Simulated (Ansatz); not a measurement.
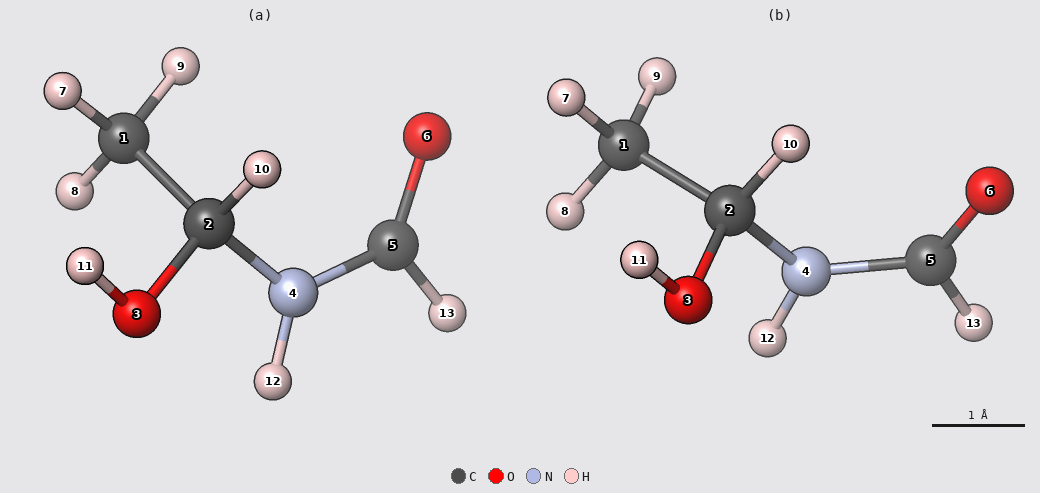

The structure of C3H7NO2 before (left) and after (right) a relaxation, at one scale.

The picture is a ball-and-stick view, seen at a tilt.

The run prepares an end point of a later path (torsion) calculation, from a guessed geometry.

Level of theory: RKS PBE0-D4/def2-SVP in Ansatz. Settings: no spin polarisation; force threshold 0.015 eV/Å; at most 40 steps.

**Summarise the run.**

The relaxation stopped without meeting its thresholds, so the last structure isn't shown to be converged. It used up its limit of 40 steps. The largest move after the best rigid fit is that of O6, 1.15 Å. Largest moves by element: O 1.15 Å, H 0.94 Å, N 0.42 Å, C 0.37 Å. Among the contacts that change: C1–H9 1.172 → 1.099 Å, C1–H7 1.049 → 1.101 Å, O3–H11 1.005 → 0.964 Å, C5–O6 1.246 → 1.208 Å. Among the angles between lasting bonds that change: C1–C2–N4 118.0° → 111.4°, C2–O3–H11 103.9° → 108.2°, O3–C2–N4 103.3° → 107.2°. Groups turn about C2–N4 by about 55°. Over 32 accepted moves (39 points after the start) the energy falls by 0.394 eV. Largest force component: 3.7 eV/Å at the start, 0.072 eV/Å at the end. The line search rejected the trial steps at points 10, 16, 21, 22, 25, 26, 32 of the run. The forces were under the threshold at step 13, but the run went on from there. Cost: 110 s on 2 threads of Arm Neoverse V2, on a shared host, peak memory 0.28 GiB.
